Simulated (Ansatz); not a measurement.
**C$_{2}$H$_{5}$BrSi (SMILES C=C[SiH2]Br): density, localisation and related maps**

```xyz
9

C    -0.5268    2.2405    0.4284
C    -1.7827    2.2384   -0.0577
Br   -0.1812   -0.7993   -1.0142
Si    0.7217    0.8653    0.1970
H    -0.1847    3.1158    1.0147
H    -2.4746    3.0809    0.1124
H    -2.1692    1.3890   -0.6475
H     1.9417    1.3556   -0.5310
H     1.1512    0.2931    1.5187
```

Geometry: PBE-D3(BJ)/def2-SVP.

These are results of isolated molecule in a Gaussian basis; Kohn-Sham density functional theory, functional PBE0 (Ansatz 0.2.0), not measurements.

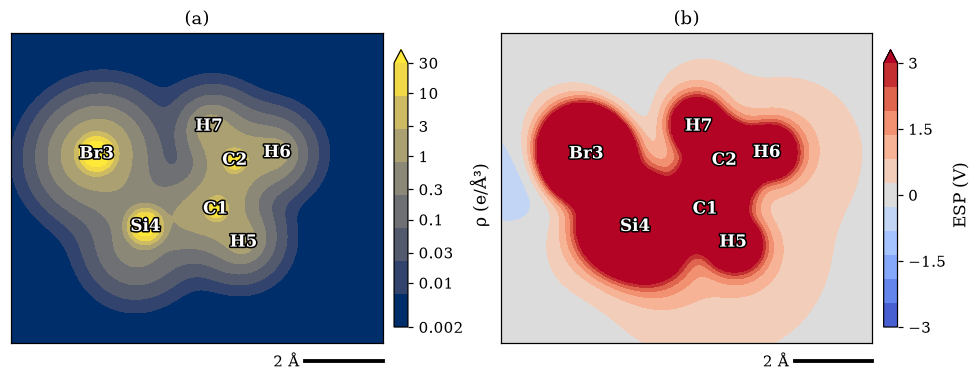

Figure 1. (a) total electron density; (b) electrostatic potential on the plane of atoms C1, C2 and H6.

Read the bonding off the picture.

The plane passes through C, Br, Si and H nuclei.
C–C (1.35 Å): the density is about 2.3 e/Å³ at the midpoint.
C–Si (1.87 Å): the density is about 0.97 e/Å³ at the midpoint.
Si–Br (2.25 Å): the density is about 0.74 e/Å³ at the midpoint.
C–H (1.10 Å): the density is about 2 e/Å³ at the midpoint.
Outside the dense part of the molecule the potential is most negative (−0.4 V) near Br3.

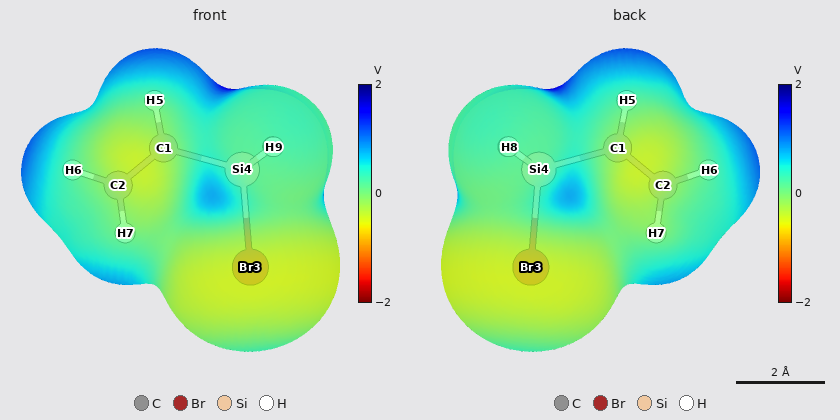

Figure 2. The molecular electrostatic potential painted on the density surface at 0.002 e/bohr³, seen from the front and from behind; red is negative and blue positive.

Where is the surface potential most negative and most positive?

The most negative region (about −0.5 V, or −12 kcal/mol for a unit charge) lies over C1, C2 and Br3, the most positive (about +1.7 V, or +39 kcal/mol for a unit charge) over Si4. Br3 shows a σ-hole: about +0.3 V at the tip opposite its bond, against about −0.3 V on its flanks.

What dipole moment does the calculation give?

Its dipole moment is 1.79 D.

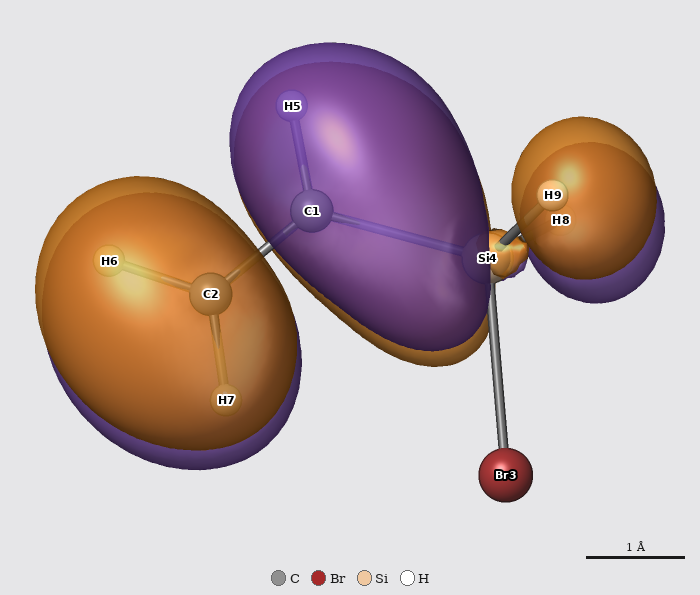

Figure 3. The LUMO at ±0.06 Å⁻³ᐟ² (orange and purple are the two phases), seen across its widest extent.

What is the character of this orbital?

Its weight (Hirshfeld) is mainly on C2 (about 35 %), C1 (about 30 %) and Si4 (about 15 %); π-antibonding (π*) across C2–C1. Its energy is −0.88 eV.
